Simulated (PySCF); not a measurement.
```xyz
14

C    -0.3504    1.9888   -0.1806
C    -0.3412    0.6727   -0.0411
C     0.6834   -0.3581    0.1066
C     1.9947   -0.3770    0.3026
Cl    2.9413    1.0484    0.4333
C    -0.3393   -1.4640   -0.0181
C    -1.4338   -0.3778   -0.0431
F    -2.2353   -0.3952   -1.1579
H     0.5610    2.5606   -0.1815
H    -1.2725    2.5289   -0.3130
H     2.5604   -1.2910    0.3979
H    -0.3883   -2.1685    0.8091
H    -0.2778   -2.0086   -0.9587
H    -2.1030   -0.3597    0.8224
```

Geometry: GFN2-xTB.

All numbers below come from B3LYP/def2-SVPD, SCF density, gas phase (PySCF).

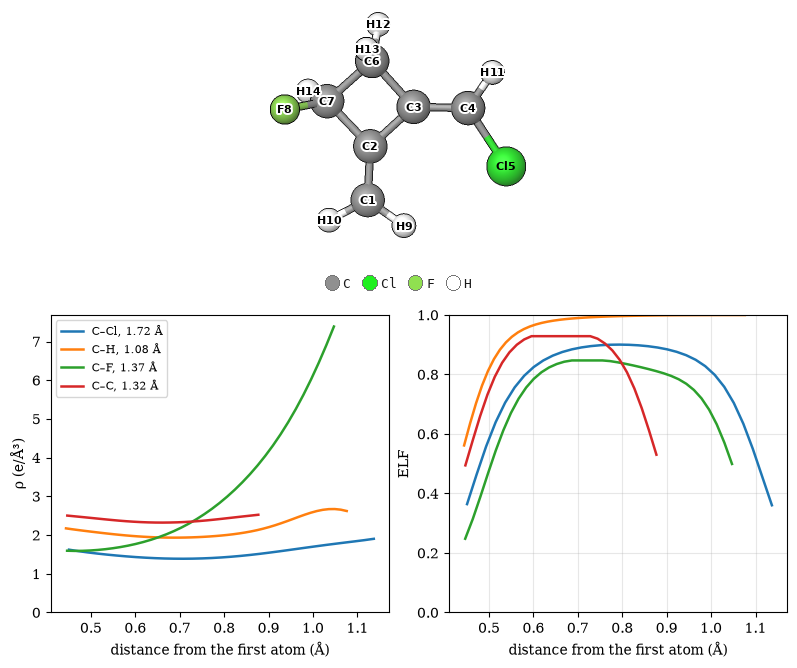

C6H6ClF. Electron density and electron localisation function along straight lines between neighbouring atoms. The curves leave out the atomic cores. The structure is drawn too.

> What can be read from the curves?

C–Cl (1.72 Å): the density is about 1.5 e/Å³ at the midpoint; the ELF peaks at about 0.90 between the atoms: a covalent bond.
C–H (1.08 Å): the density is about 2 e/Å³ at the midpoint; the ELF climbs to about 1 towards the hydrogen, as it does in any bond to H; an ordinary covalent bond to hydrogen.
C–F (1.37 Å): ρ at the midpoint is about 2.1 e/Å³, with its minimum of 1.6 e/Å³ about 0.5 Å from C; the ELF peaks at about 0.85 between the atoms, as expected for a shared but strongly polarised pair.
C–C (1.32 Å): ρ at the midpoint is about 2.3 e/Å³; the ELF peaks at about 0.95 between the atoms; a multiple bond.
